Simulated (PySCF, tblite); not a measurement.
# C4H7Cl2FSi: geometry, infrared bands and NMR shifts

Wanted: the infrared bands and NMR shifts of C4H7Cl2FSi (`C/C(=C(/F)[SiH3])C(Cl)Cl`), by calculation.

Programs: tblite 0.8.0 and PySCF 2.14.0, with density-fitted response routines of our own. Each step states its level of theory. These are calculated values for one molecule in the gas phase, unless marked as measured. Atoms are numbered from 0 throughout.

### Step 1. The starting structure

15 atoms, charge 0, multiplicity 1; geometry from: force field or distance geometry start.

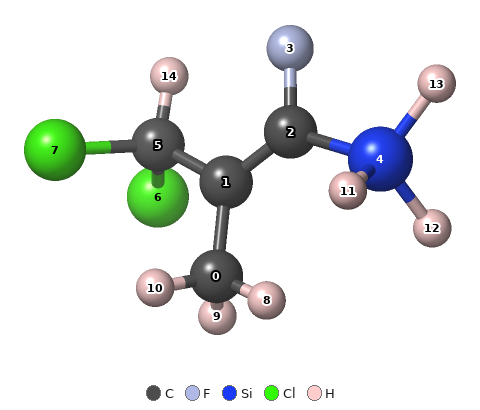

As it starts; carbon dark grey, fluorine light blue, silicon blue, chlorine green, hydrogen pink, atoms numbered.

### Step 2. Relaxing the molecule with GFN2-xTB

The job: settings as JSON, then the geometry in Å.

```
{"job": {"kind": "relax", "xc": "GFN2-xTB", "basis": "xTB"}, "charge": 0, "multiplicity": 1}
C     -0.483000    -1.462700    -0.052200
C     -0.529000     0.056800    -0.004800
C      0.582900     0.838100     0.027500
F      0.368400     2.190800     0.067200
Si     2.353900     0.356200    -0.002600
C     -1.903800     0.693100     0.038600
Cl    -2.827900     0.306200    -1.431000
Cl    -2.795800     0.199500     1.497900
H      0.524900    -1.875600    -0.074800
H     -1.002900    -1.829100    -0.944000
H     -0.985300    -1.895400     0.823600
H      2.665600    -0.506600     1.160800
H      2.642400    -0.412900    -1.235300
H      3.234800     1.556200     0.023800
H     -1.849800     1.793400     0.083200
```

On the command line:

```sh
$ OMP_NUM_THREADS=1 python probes_run.py task.json out
```

The driver reads the jobs from task.json and runs them one after another.

The log of the run:

```text
step      E/eV     max force
  0    -752.94208    2.507
  1    -753.02440    1.239
  2    -753.04291    0.442
  3    -753.05023    0.304
  4    -753.06397    0.295
  5    -753.07123    0.251
  6    -753.07551    0.162
  7    -753.07713    0.157
  8    -753.07845    0.163
  9    -753.07965    0.110
 10    -753.08072    0.081
 11    -753.08166    0.077
 12    -753.08249    0.094
 13    -753.08308    0.072
 14    -753.08343    0.050
 15    -753.08366    0.037
 16    -753.08388    0.052
 17    -753.08407    0.049
 18    -753.08419    0.027
 19    -753.08427    0.019
 20    -753.08433    0.024
 21    -753.08440    0.026
 22    -753.08447    0.027
 23    -753.08452    0.018
 24    -753.08455    0.016
 25    -753.08459    0.016
 26    -753.08462    0.015
 27    -753.08465    0.015
 28    -753.08468    0.014
 29    -753.08471    0.016
 30    -753.08474    0.015
 31    -753.08479    0.023
 32    -753.08483    0.019
 33    -753.08486    0.011
 34    -753.08488    0.010
```

Wall time 0.49 s (1 thread of Arm Neoverse N1, shared host).

Step by step: (not every step is listed)

```tsv
step	energy from step 0 (eV)	largest force (eV/Å)
0	0.0000	2.5070
1	-0.0823	1.2386
2	-0.1008	0.4415
3	-0.1082	0.3038
4	-0.1219	0.2954
5	-0.1291	0.2508
6	-0.1334	0.1616
7	-0.1350	0.1565
8	-0.1364	0.1629
10	-0.1386	0.0814
12	-0.1404	0.0944
14	-0.1413	0.0500
16	-0.1418	0.0520
18	-0.1421	0.0272
20	-0.1422	0.0243
22	-0.1424	0.0273
24	-0.1425	0.0158
26	-0.1425	0.0153
28	-0.1426	0.0142
29	-0.1426	0.0158
30	-0.1427	0.0154
31	-0.1427	0.0227
32	-0.1427	0.0189
33	-0.1428	0.0110
34	-0.1428	0.0099
```

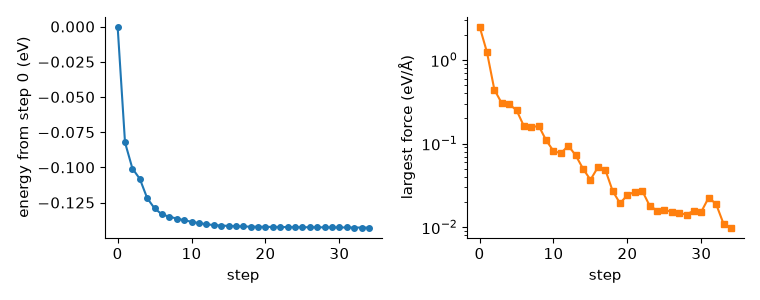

Energy and force, step by step.

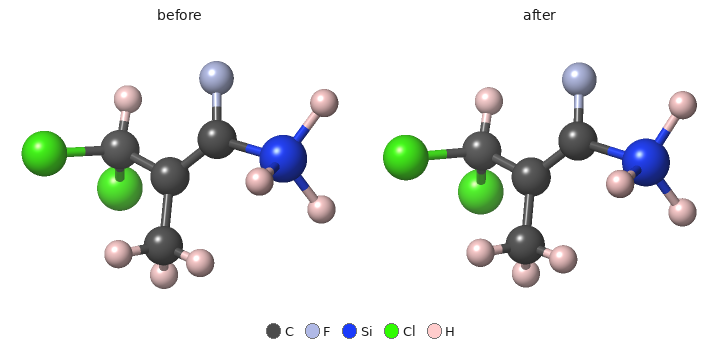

The geometry before (left) and after (right).

Distances of close pairs at the start and the end, largest changes first:

```tsv
bond	before (Å)	after (Å)	change (Å)
C2–Si4	1.836	1.902	+0.066
Si4–H13	1.489	1.459	-0.030
C0–C1	1.521	1.493	-0.028
C1–C2	1.359	1.333	-0.026
C1–C5	1.516	1.495	-0.021
Si4–H11	1.482	1.464	-0.018
Si4–H12	1.481	1.464	-0.018
C5–H14	1.103	1.091	-0.011
```

The next job starts from the end point, and lists it.

### Step 3. Vibrational analysis with GFN2-xTB

The job: settings as JSON, then the geometry in Å.

```
{"job": {"kind": "ir", "xc": "GFN2-xTB", "basis": "xTB"}, "charge": 0, "multiplicity": 1}
C     -0.476518    -1.417629    -0.049249
C     -0.532439     0.072988     0.005006
C      0.564367     0.830459     0.023121
F      0.408771     2.183181     0.073523
Si     2.391121     0.301807    -0.010671
C     -1.893236     0.689915     0.039786
Cl    -2.824639     0.248206    -1.419522
Cl    -2.797597     0.143863     1.481297
H      0.549912    -1.769260    -0.072159
H     -0.997186    -1.773826    -0.937006
H     -0.980555    -1.838023     0.819953
H      2.649337    -0.533683     1.162945
H      2.630372    -0.447697    -1.244811
H      3.164921     1.537874     0.027489
H     -1.861047     1.779815     0.078388
```

The log of the run:

```text
mode    cm-1     km/mol
  1      30.9      1.29
  2      71.6      0.96
  3      93.5      0.06
  4     108.4      0.01
  5     144.7      2.47
  6     187.5      1.85
  7     190.0      1.27
  8     238.7      3.91
  9     296.3      4.77
 10     333.4      0.50
 11     369.0     14.64
 12     458.4      0.49
 13     488.1     29.24
 14     559.9     74.36
 15     571.8     50.08
 16     644.6      4.66
 17     674.2      0.16
 18     719.5     10.06
 19     770.3    145.82
 20     771.4    196.63
 21     781.3    454.33
 22     922.9     14.15
 23    1033.4      1.52
 24    1036.1      5.44
 25    1099.6    159.38
 26    1152.0     53.26
 27    1215.2      3.48
 28    1247.0      0.48
 29    1395.7     37.22
 30    1456.5      5.37
 31    1463.4     11.42
 32    1673.0      9.62
 33    2268.6    340.88
 34    2269.6    130.64
 35    2316.8    243.51
 36    2962.2      0.28
 37    3011.1      6.31
 38    3024.7     12.16
 39    3062.6     25.81
```

Wall time 1.1 s (1 thread of Arm Neoverse N1, shared host).

Which atoms move in the most intense modes:

```tsv
cm⁻¹	km/mol	atoms
560	74.4	H13 47 %, H12 14 %, H11 14 %
770	145.8	H13 57 %, H12 20 %, H11 19 %
771	196.6	H11 42 %, H12 41 %, H13 13 %
781	454.3	H11 34 %, H12 34 %, H13 22 %
1100	159.4	C2 63 %, F3 24 %
2269	340.9	H12 48 %, H11 48 %
2270	130.6	H11 49 %, H12 49 %
2317	243.5	H13 97 %
```

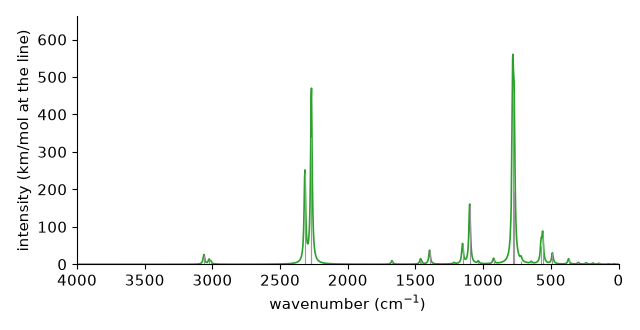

The infrared spectrum from these modes, unscaled. Lines are broadened to a width of 14 cm⁻¹ (Lorentzian).

### Step 4. Shielding tensors: PBE0/pcSseg-1

The job, as its differences from that of step 3:

```diff
@@ -1,2 +1,2 @@
-{"job": {"kind": "ir", "xc": "GFN2-xTB", "basis": "xTB"}, "charge": 0, "multiplicity": 1}
+{"job": {"kind": "nmr", "xc": "PBE0", "basis": "pcSseg-1"}, "charge": 0, "multiplicity": 1}
 C     -0.476518    -1.417629    -0.049249
```

With the program's defaults for keys left out, this is: GIAO PBE0/pcSseg-1 NMR shielding, non-relativistic, gas phase.

The log of the run:

```text
coarse grid: 14648 points
cycle   1  E = -1465.4370336157  dE =  8.466e-01  |g| = 5.515e-01  |ddm| = 3.610e+00
cycle   2  E = -1465.3779030554  dE =  5.913e-02  |g| = 7.966e-01  |ddm| = 1.175e+00
cycle   3  E = -1465.5006149428  dE = -1.227e-01  |g| = 7.482e-02  |ddm| = 7.602e-01
cycle   4  E = -1465.5014842315  dE = -8.693e-04  |g| = 4.547e-02  |ddm| = 1.174e-01
cycle   5  E = -1465.5019541555  dE = -4.699e-04  |g| = 1.491e-02  |ddm| = 5.766e-02
cycle   6  E = -1465.5020057991  dE = -5.164e-05  |g| = 3.324e-03  |ddm| = 1.583e-02
cycle   7  E = -1465.5020083935  dE = -2.594e-06  |g| = 8.743e-04  |ddm| = 4.179e-03
final grid: 129464 points
cycle   8  E = -1465.5538684351  dE = -4.555e-05  |g| = 7.599e-03  |ddm| = 3.343e-02
cycle   9  E = -1465.5538593975  dE =  9.038e-06  |g| = 9.794e-03  |ddm| = 1.687e-02
cycle  10  E = -1465.5538806492  dE = -2.125e-05  |g| = 1.830e-03  |ddm| = 1.095e-02
cycle  11  E = -1465.5538811770  dE = -5.278e-07  |g| = 4.996e-04  |ddm| = 2.113e-03
cycle  12  E = -1465.5538812302  dE = -5.312e-08  |g| = 1.481e-04  |ddm| = 5.445e-04
cycle  13  E = -1465.5538812350  dE = -4.893e-09  |g| = 4.516e-05  |ddm| = 1.602e-04
cycle  14  E = -1465.5538812355  dE = -4.538e-10  |g| = 6.729e-06  |ddm| = 4.578e-05
converged SCF energy = -1465.5538812355

GIAO shielding tensors (ppm)
atom      isotropic    diamagn.    paramagn.     s11        s22        s33       span
  0 C      173.519     246.172     -72.653    167.299    168.964    184.295     16.996
  1 C       47.760     262.388    -214.628    -69.155     72.203    140.230    209.385
  2 C       23.639     249.414    -225.775    -48.332     53.446     65.803    114.135
  3 F      265.147     474.942    -209.795    162.002    252.030    381.408    219.406
  4 Si     429.625     880.008    -450.383    405.640    425.100    458.134     52.494
  5 C      106.221     240.027    -133.805     71.905    112.990    133.768     61.863
  6 Cl     667.549    1145.487    -477.938    336.492    642.000   1024.155    687.663
  7 Cl     666.976    1145.489    -478.513    335.314    641.272   1024.342    689.027
  8 H       30.501      31.346      -0.845     25.368     29.964     36.172     10.804
  9 H       29.261      28.334       0.927     23.768     29.543     34.474     10.707
 10 H       29.260      28.333       0.926     23.769     29.534     34.476     10.707
 11 H       27.323      28.820      -1.497     23.741     26.331     31.898      8.157
 12 H       27.323      28.818      -1.495     23.741     26.330     31.899      8.158
 13 H       27.483      28.252      -0.770     23.892     26.039     32.517      8.625
 14 H       24.528      28.484      -3.956     21.221     22.527     29.837      8.616
```

It took 60 s on 1 thread of Arm Neoverse N1, shared host; peak memory 0.85 GiB.

The references, computed at this level on geometries of the same kind, shield at (ppm): 1H TMS 31.72, 13C TMS 186.9, 29Si TMS 349.2, 19F CFCl3 170.9, 35Cl HCl 950. Their shielding less the atom's gives the shift. The references are single molecules in the gas phase, so shifts against H2O, NH3, PH3, H3PO4 or CFCl3 are not on the usual liquid scales and can be off by tens of ppm. Atoms listed in one row are averaged.

```tsv
atoms	environment	σ (ppm)	δ (ppm)	δ scaled to CDCl3
C2	fully substituted alkene carbon	23.6	163.3	157.5
C1	fully substituted alkene carbon	47.8	139.2	133.9
C5	allylic sp3 CH bonded to 2 Cl	106.2	80.7	76.9
C0	allylic methyl carbon	173.5	13.4	11.2
H14	hydrogen on an allylic sp3 CH bonded to 2 Cl	24.53	7.19	6.88
H11, H12, H13	hydrogen on a silicon bonded to C	27.38	4.34	–
H8, H9, H10	hydrogen on an allylic methyl carbon	29.67	2.04	2.03
F3	vinylic fluorine	265.1	-94.2	–
Si4	silicon bonded to C, 3 H	429.6	-80.5	–
Cl6, Cl7	chlorine bonded to C	667	283	–
```

The scaled column applies a straight-line fit of computed shieldings to shifts measured in CDCl3, with any fitted terms for Cl, Br or S neighbours, and one for carbons that bear F (root-mean-square error 0.16 ppm for H, 1.9 ppm for C).

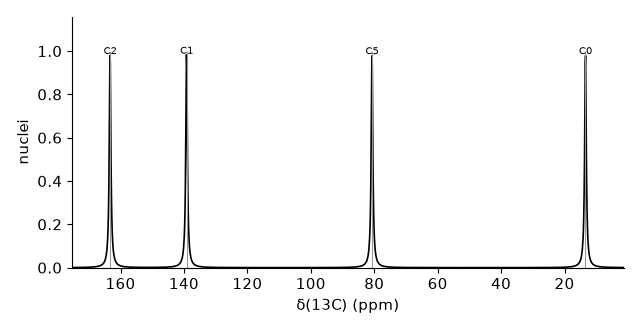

13C lines at the computed shifts, without couplings. Lines are broadened to a width of 0.60 ppm (Lorentzian).

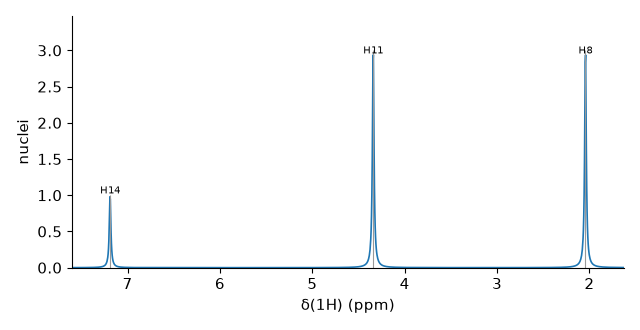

1H lines at the computed shifts, without couplings. Lines are broadened to a width of 0.02 ppm (Lorentzian).

Charges from the same density, by scheme (e):

```tsv
atoms	Mulliken	IAO	Hirshfeld	ESP fit
C0	-0.12	-0.42	-0.12	-0.60
C1	-0.36	-0.03	-0.03	0.14
C2	0.11	0.01	-0.01	0.10
F3	-0.29	-0.28	-0.08	-0.18
Si4	0.48	0.59	0.32	0.35
C5	-0.17	-0.10	0.03	-0.47
Cl6, Cl7	-0.05	-0.07	-0.05	-0.02
```

Hirshfeld charges:

C0 -0.12; C1 -0.03; C2 -0.01; F3 -0.08; Si4 0.32; C5 0.03; Cl6 -0.05; Cl7 -0.05; H8 0.05; H9 0.04; H10 0.04; H11 -0.07; H12 -0.07; H13 -0.06; H14 0.05

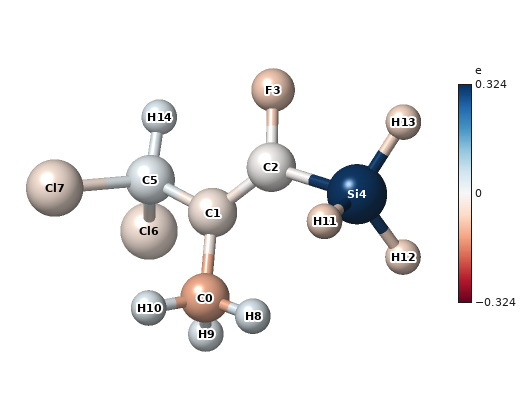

Hirshfeld charges, as colours on the atoms.

Mayer bond orders: C0–C1 1.06, C1–C2 1.74, C2–F3 0.90, C2–Si4 0.87, C1–C5 0.97, C5–Cl6 1.02, C5–Cl7 1.02.

### Step 5. Summary of results

```
                                                                quantity                         value
                               strongest single infrared mode (GFN2-xTB)          781 cm⁻¹, 454 km/mol
                                            zero-point energy (GFN2-xTB)                 58.8 kcal/mol
                                  13C shifts against TMS (PBE0/pcSseg-1)  163.3, 139.2, 80.7, 13.4 ppm
  1H shifts against TMS (PBE0/pcSseg-1, means over atoms taken as alike)          7.19, 4.34, 2.04 ppm
                                19F shifts against CFCl3 (PBE0/pcSseg-1)                     -94.2 ppm
                                 29Si shifts against TMS (PBE0/pcSseg-1)                     -80.5 ppm
35Cl shifts against HCl (PBE0/pcSseg-1, means over atoms taken as alike)                       283 ppm
```

Over 34 steps the energy fell by 0.143 eV; of the close pairs, C2–Si4 changed most, 1.836 to 1.902 Å. No mode is imaginary among the 39: a minimum at this level. The strongest single mode, at 781 cm⁻¹, is carried by H11, H12, H13. GFN2-xTB is a fitted tight-binding method: band positions and strengths are rough. Its intensities can rank the bands wrongly. C5 stands next to heavy halogen, whose spin-orbit shielding this run leaves out, so the computed shift lies too far downfield, most of all for carbon beside Br or I. The most deshielded hydrogen is H14 (hydrogen on an allylic sp3 CH bonded to 2 Cl), at 7.19 ppm: its carbon carries Cl, which withdraws density. At PBE0/pcSseg-1: The widest tensor belongs to Cl6, Cl7: span 688 ppm, with a paramagnetic part of -478 ppm.
